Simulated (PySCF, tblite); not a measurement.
# C₄HBCl₂F₂: geometry, infrared bands and NMR shifts

Aim: predict the infrared bands and NMR shifts of C₄HBCl₂F₂ (`F/C=C(\F)C#CB(Cl)Cl`).

Computed with tblite 0.8.0 and PySCF 2.14.0, with density-fitted response routines of our own, on a single molecule in the gas phase. Atoms count from 0, in the outputs and in this text.

## (1) The starting structure

10 atoms, charge 0, multiplicity 1; geometry from: force field or distance geometry start.

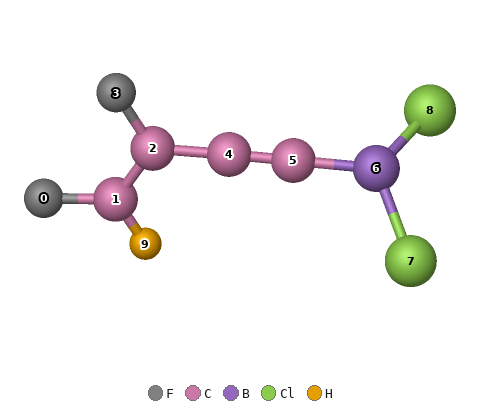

The starting geometry (fluorine grey, carbon pink, boron purple, chlorine green, hydrogen amber), atoms numbered.

## (2) Geometry optimisation with GFN2-xTB

The job: settings as JSON, then the geometry in Å.

```
{"job": {"kind": "relax", "xc": "GFN2-xTB", "basis": "xTB"}, "charge": 0, "multiplicity": 1}
F     -3.455300    -0.383700    -0.811100
C     -2.117400    -0.320600    -0.702000
C     -1.495400     0.061800     0.422000
F     -2.255800     0.434300     1.480000
C     -0.064000     0.086200     0.445200
C      1.139400     0.109700     0.434100
B      2.697500     0.123900     0.434000
Cl     3.523800    -1.271200    -0.477400
Cl     3.531700     1.779700     0.297500
H     -1.495500    -0.615400    -1.544700
```

Run with:

```sh
$ OMP_NUM_THREADS=1 python probes_run.py task.json out
```

The driver reads the jobs from task.json and runs them one after another.

Output:

```text
step      E/eV     max force
  0    -784.06501    2.401
  1    -784.22236    3.890
  2    -784.55187    1.887
  3    -784.66323    1.098
  4    -784.69113    0.650
  5    -784.71506    0.246
  6    -784.72000    0.264
  7    -784.72498    0.174
  8    -784.72647    0.171
  9    -784.72890    0.168
 10    -784.73207    0.171
 11    -784.73460    0.156
 12    -784.73715    0.155
 13    -784.73887    0.105
 14    -784.74011    0.102
 15    -784.74143    0.111
 16    -784.74352    0.188
 17    -784.74622    0.222
 18    -784.74843    0.189
 19    -784.74988    0.165
 20    -784.75123    0.175
 21    -784.75293    0.191
 22    -784.75501    0.166
 23    -784.75678    0.121
 24    -784.75802    0.124
 25    -784.75927    0.144
 26    -784.76154    0.211
 27    -784.76521    0.231
 28    -784.76849    0.152
 29    -784.77015    0.122
 30    -784.77144    0.096
 31    -784.77222    0.089
 32    -784.77285    0.080
 33    -784.77335    0.063
 34    -784.77369    0.066
 35    -784.77396    0.052
 36    -784.77427    0.055
 37    -784.77462    0.056
 38    -784.77492    0.042
 39    -784.77511    0.036
 40    -784.77524    0.035
 41    -784.77541    0.034
 42    -784.77566    0.042
 43    -784.77598    0.052
 44    -784.77636    0.061
 45    -784.77684    0.061
 46    -784.77753    0.079
 47    -784.77857    0.091
 48    -784.77996    0.136
 49    -784.78151    0.158
 50    -784.78292    0.127
 51    -784.78396    0.081
 52    -784.78454    0.067
 53    -784.78494    0.070
 54    -784.78535    0.102
 55    -784.78580    0.148
 56    -784.78654    0.096
 57    -784.78749    0.060
 58    -784.78794    0.060
 59    -784.78830    0.076
 60    -784.78882    0.079
 61    -784.78962    0.080
 62    -784.79045    0.076
 63    -784.79140    0.104
 64    -784.79241    0.107
 65    -784.79348    0.106
 66    -784.79457    0.112
 67    -784.79552    0.047
 68    -784.79567    0.035
 69    -784.79585    0.035
 70    -784.79602    0.061
 71    -784.79628    0.065
 72    -784.79661    0.067
 73    -784.79700    0.049
 74    -784.79737    0.057
 75    -784.79772    0.077
 76    -784.79810    0.081
 77    -784.79874    0.088
 78    -784.79976    0.085
 79    -784.80111    0.079
 80    -784.80187    0.094
 81    -784.80230    0.068
 82    -784.80249    0.058
 83    -784.80268    0.092
 84    -784.80306    0.048
 85    -784.80324    0.025
 86    -784.80327    0.020
 87    -784.80331    0.020
 88    -784.80337    0.023
 89    -784.80347    0.028
 90    -784.80356    0.027
 91    -784.80365    0.021
 92    -784.80374    0.014
 93    -784.80377    0.014
 94    -784.80380    0.006
```

It took 1.1 s on 1 thread of Arm Neoverse N1, shared host.

Step by step: (not every step is listed)

```csv
step,energy from step 0 (eV),largest force (eV/Å)
0,0.0000,2.4007
1,-0.1573,3.8901
2,-0.4869,1.8872
3,-0.5982,1.0977
4,-0.6261,0.6505
5,-0.6500,0.2464
6,-0.6550,0.2642
7,-0.6600,0.1738
8,-0.6615,0.1713
16,-0.6785,0.1877
24,-0.6930,0.1237
32,-0.7078,0.0801
40,-0.7102,0.0345
48,-0.7149,0.1361
56,-0.7215,0.0962
64,-0.7274,0.1069
72,-0.7316,0.0670
80,-0.7369,0.0944
88,-0.7384,0.0231
89,-0.7385,0.0277
90,-0.7385,0.0271
91,-0.7386,0.0207
92,-0.7387,0.0139
93,-0.7388,0.0139
94,-0.7388,0.0059
```

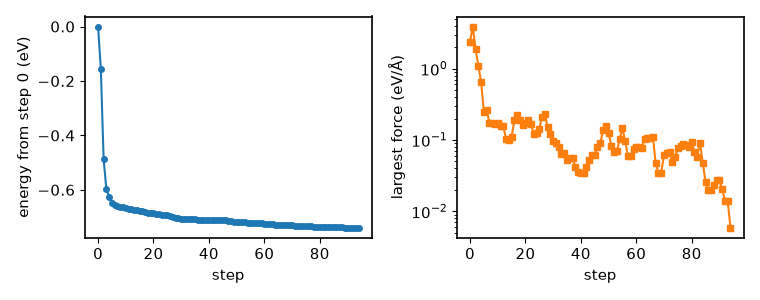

Energy and largest force along the relaxation.

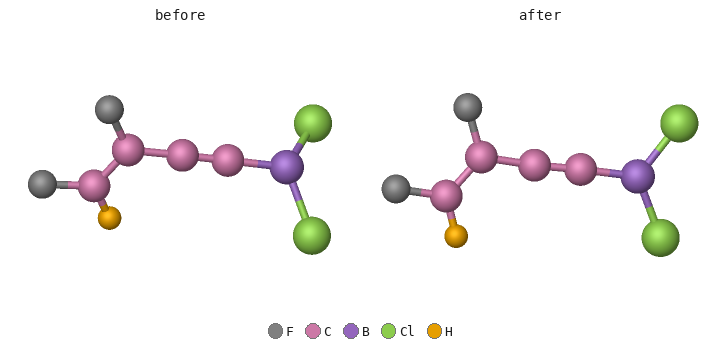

Before and after, at one scale.

Close pairs (by a distance rule), those that changed most:

| bond | before (Å) | after (Å) | change (Å) |
| --- | --- | --- | --- |
| B6–Cl8 | 1.859 | 1.717 | -0.142 |
| B6–Cl7 | 1.860 | 1.721 | -0.139 |
| C5–B6 | 1.558 | 1.507 | -0.051 |
| C2–C4 | 1.432 | 1.408 | -0.024 |
| F0–C1 | 1.344 | 1.329 | -0.015 |
| C2–F3 | 1.355 | 1.344 | -0.011 |
| C1–H9 | 1.088 | 1.079 | -0.009 |
| C4–C5 | 1.204 | 1.212 | +0.009 |

The final coordinates are the input of the step that follows.

## (3) Vibrational analysis with GFN2-xTB

The job: settings as JSON, then the geometry in Å.

```
{"job": {"kind": "ir", "xc": "GFN2-xTB", "basis": "xTB"}, "charge": 0, "multiplicity": 1}
F     -3.517419    -0.494000    -0.592632
C     -2.188663    -0.516796    -0.604204
C     -1.439155     0.217465     0.224492
F     -1.994300     1.037368     1.132746
C     -0.031604     0.182016     0.201286
C      1.180184     0.199835     0.235399
B      2.687359     0.192111     0.241902
Cl     3.532680    -0.810062    -0.872688
Cl     3.546646     1.178344     1.353549
H     -1.766845    -1.181625    -1.342377
```

Output:

```text
mode    cm-1     km/mol
  1      23.4      1.44
  2      43.3      1.25
  3      75.3      4.25
  4     116.3      0.27
  5     181.8      0.19
  6     199.7      4.27
  7     225.6      4.50
  8     359.4      5.66
  9     377.0      3.98
 10     394.8      4.59
 11     453.5     20.42
 12     497.9      0.99
 13     546.7      3.30
 14     581.0     51.51
 15     751.3    109.15
 16     764.8      4.52
 17     830.2     74.54
 18    1028.9     77.52
 19    1125.7    219.20
 20    1221.3     73.56
 21    1285.3    233.11
 22    1662.3    249.41
 23    2264.5    175.70
 24    3098.3     19.58
```

It took 0.59 s on 1 thread of Arm Neoverse N1, shared host.

The strongest bands and the atoms that carry them (share of the mass-weighted mode):

| cm⁻¹ | km/mol | atoms |
| --- | --- | --- |
| 751 | 109.2 | B6 85 % |
| 830 | 74.5 | F3 33 %, C1 31 %, B6 18 % |
| 1029 | 77.5 | B6 45 %, C2 20 %, F3 13 % |
| 1126 | 219.2 | C1 39 %, F0 33 %, H9 17 % |
| 1221 | 73.6 | H9 65 %, C2 11 %, C1 11 % |
| 1285 | 233.1 | C2 52 %, C5 16 % |
| 1662 | 249.4 | C2 48 %, C1 47 % |
| 2264 | 175.7 | C4 52 %, C5 47 % |

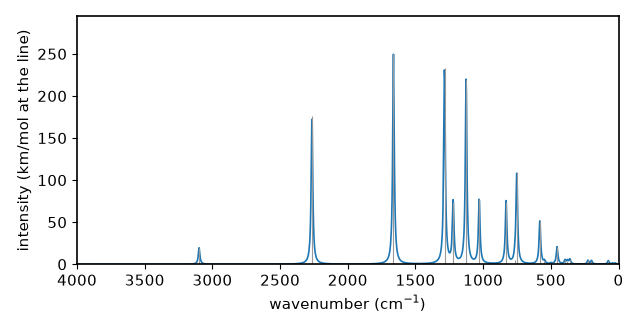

The infrared spectrum from these modes, unscaled. Lines are broadened to a width of 14 cm⁻¹ (Lorentzian).

## (4) Nuclear shieldings: PBE0/pcSseg-1

Settings changed since step 3:

```diff
@@ -1,2 +1,2 @@
-{"job": {"kind": "ir", "xc": "GFN2-xTB", "basis": "xTB"}, "charge": 0, "multiplicity": 1}
+{"job": {"kind": "nmr", "xc": "PBE0", "basis": "pcSseg-1"}, "charge": 0, "multiplicity": 1}
 F     -3.517419    -0.494000    -0.592632
```

With the program's defaults for keys left out, this is: GIAO PBE0/pcSseg-1 NMR shielding, non-relativistic, gas phase.

Output:

```text
coarse grid: 11472 points
cycle   1  E = -1297.0295760220  dE =  1.520e+00  |g| = 6.511e-01  |ddm| = 3.618e+00
cycle   2  E = -1296.9205329245  dE =  1.090e-01  |g| = 1.015e+00  |ddm| = 1.993e+00
cycle   3  E = -1297.1054388931  dE = -1.849e-01  |g| = 1.653e-01  |ddm| = 1.267e+00
cycle   4  E = -1297.1099658966  dE = -4.527e-03  |g| = 9.498e-02  |ddm| = 1.920e-01
cycle   5  E = -1297.1121798844  dE = -2.214e-03  |g| = 2.246e-02  |ddm| = 8.973e-02
cycle   6  E = -1297.1122819374  dE = -1.021e-04  |g| = 5.333e-03  |ddm| = 2.410e-02
cycle   7  E = -1297.1122881550  dE = -6.218e-06  |g| = 1.545e-03  |ddm| = 7.916e-03
final grid: 108112 points
cycle   8  E = -1297.1737829623  dE = -3.612e-05  |g| = 6.249e-03  |ddm| = 4.744e-02
cycle   9  E = -1297.1737756407  dE =  7.322e-06  |g| = 8.679e-03  |ddm| = 1.502e-02
cycle  10  E = -1297.1737898100  dE = -1.417e-05  |g| = 1.279e-03  |ddm| = 9.890e-03
cycle  11  E = -1297.1737900829  dE = -2.729e-07  |g| = 4.923e-04  |ddm| = 1.911e-03
cycle  12  E = -1297.1737901398  dE = -5.688e-08  |g| = 1.683e-04  |ddm| = 6.314e-04
cycle  13  E = -1297.1737901460  dE = -6.176e-09  |g| = 6.268e-05  |ddm| = 1.613e-04
cycle  14  E = -1297.1737901469  dE = -8.913e-10  |g| = 1.630e-05  |ddm| = 7.776e-05
converged SCF energy = -1297.1737901469

GIAO shielding tensors (ppm)
atom      isotropic    diamagn.    paramagn.     s11        s22        s33       span
  0 F      287.619     467.391    -179.772    185.447    231.707    445.704    260.257
  1 C       27.437     256.421    -228.985    -52.876     49.136     86.050    138.926
  2 C       45.299     244.204    -198.905    -30.131     75.976     90.051    120.182
  3 F      313.944     471.379    -157.435    255.916    291.957    393.959    138.043
  4 C       76.062     266.610    -190.548     -4.734     18.872    214.047    218.781
  5 C       73.485     258.770    -185.285    -12.138     13.817    218.776    230.915
  6 B       58.583     194.237    -135.654     34.605     43.940     97.203     62.598
  7 Cl     674.542    1146.599    -472.057    371.518    745.265    906.844    535.327
  8 Cl     670.149    1145.822    -475.673    363.007    729.152    918.287    555.280
  9 H       24.499      30.531      -6.032     21.696     23.400     28.400      6.704
```

It took 38 s on 1 thread of Arm Neoverse N1, shared host; peak memory 0.74 GiB.

Shifts follow as δ = σ(reference) − σ, with reference shieldings (ppm) from runs at the same level and on the same kind of geometry: 1H TMS 31.72, 13C TMS 186.9, 19F CFCl3 170.9, 11B BF3·OEt2 100.1, 35Cl HCl 950. The references are single molecules in the gas phase, so shifts against H2O, NH3, PH3, H3PO4 or CFCl3 are not on the usual liquid scales and can be off by tens of ppm. Atoms listed in one row are averaged.

| atoms | environment | σ (ppm) | δ (ppm) | δ scaled to CDCl3 |
| --- | --- | --- | --- | --- |
| C1 | alkene CH | 27.4 | 159.5 | 153.7 |
| C2 | fully substituted alkene carbon | 45.3 | 141.6 | 136.3 |
| C5 | alkyne carbon | 73.5 | 113.4 | 108.8 |
| C4 | alkyne carbon | 76.1 | 110.9 | 106.3 |
| H9 | hydrogen on an alkene CH | 24.50 | 7.22 | 6.91 |
| F0 | vinylic fluorine | 287.6 | -116.7 | – |
| F3 | vinylic fluorine | 313.9 | -143.0 | – |
| B6 | boron bonded to C, 2 Cl | 58.6 | 41.5 | – |
| Cl7, Cl8 | chlorine bonded to B | 672 | 277 | – |

The scaled column applies a straight-line fit of computed shieldings to shifts measured in CDCl3, with any fitted terms for Cl, Br or S neighbours, and one for carbons that bear F (root-mean-square error 0.16 ppm for H, 1.9 ppm for C).

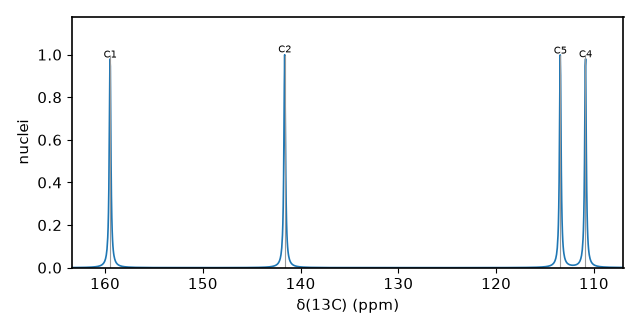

13C lines at the computed shifts, without couplings. Lines are broadened to a width of 0.19 ppm (Lorentzian).

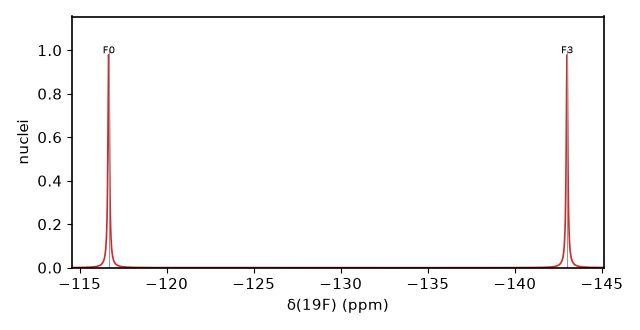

19F lines at the computed shifts, without couplings. Lines are broadened to a width of 0.11 ppm (Lorentzian).

The run also stored atomic charges by several schemes (e):

```csv
atoms,Mulliken,IAO,Hirshfeld,ESP fit
F0,-0.24,-0.23,-0.06,-0.08
C1,0.22,0.15,0.06,-0.14
C2,0.14,0.23,0.07,0.44
F3,-0.25,-0.25,-0.07,-0.16
C4,-0.01,-0.01,-0.03,-0.33
C5,-0.17,-0.14,-0.12,0.03
B6,0.48,0.10,0.15,0.20
"Cl7, Cl8",-0.15,-0.02,-0.04,-0.08
```

Mulliken charges:

```csv
atom,value (e)
F0,-0.24
C1,0.22
C2,0.14
F3,-0.25
C4,-0.01
C5,-0.17
B6,0.48
Cl7,-0.15
Cl8,-0.15
H9,0.14
```

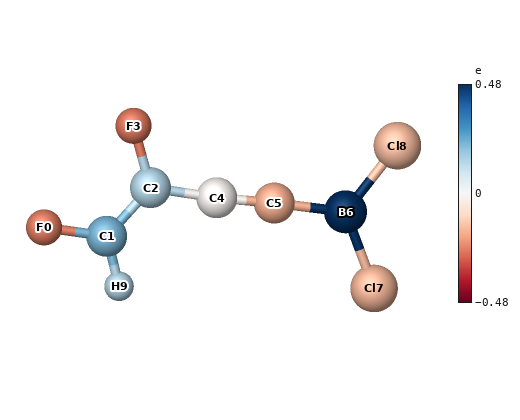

Mulliken charges, as colours on the atoms.

Mayer bond orders: F0–C1 0.97, C1–C2 1.71, C2–F3 0.99, C2–C4 1.04, C4–C5 2.42, C5–B6 1.09, B6–Cl7 1.14, B6–Cl8 1.15.

## (5) Summary of results

| quantity | value |
| --- | --- |
| strongest single infrared mode (GFN2-xTB) | 1662 cm⁻¹, 249 km/mol |
| zero-point energy (GFN2-xTB) | 25.9 kcal/mol |
| 13C shifts against TMS (PBE0/pcSseg-1) | 159.5, 141.6, 113.4, 110.9 ppm |
| 1H shifts against TMS (PBE0/pcSseg-1) | 7.22 ppm |
| 19F shifts against CFCl3 (PBE0/pcSseg-1) | -116.7, -143.0 ppm |
| 11B shifts against BF3·OEt2 (PBE0/pcSseg-1) | 41.5 ppm |
| 35Cl shifts against HCl (PBE0/pcSseg-1, means over atoms taken as alike) | 277 ppm |

In words: The optimisation took 94 steps and gained 0.739 eV; among the close pairs (by a distance rule), B6–Cl8 changed most, from 1.859 to 1.717 Å. All 24 modes are real, so the xTB geometry is a minimum. The strongest single mode, at 1662 cm⁻¹, moves mainly C2 and C1. Unscaled tight-binding wavenumbers are off by several per cent, some by more. Its intensities can rank the bands wrongly. At PBE0/pcSseg-1: The largest span, 545 ppm, is at Cl7, Cl8, where the paramagnetic term is -474 ppm.
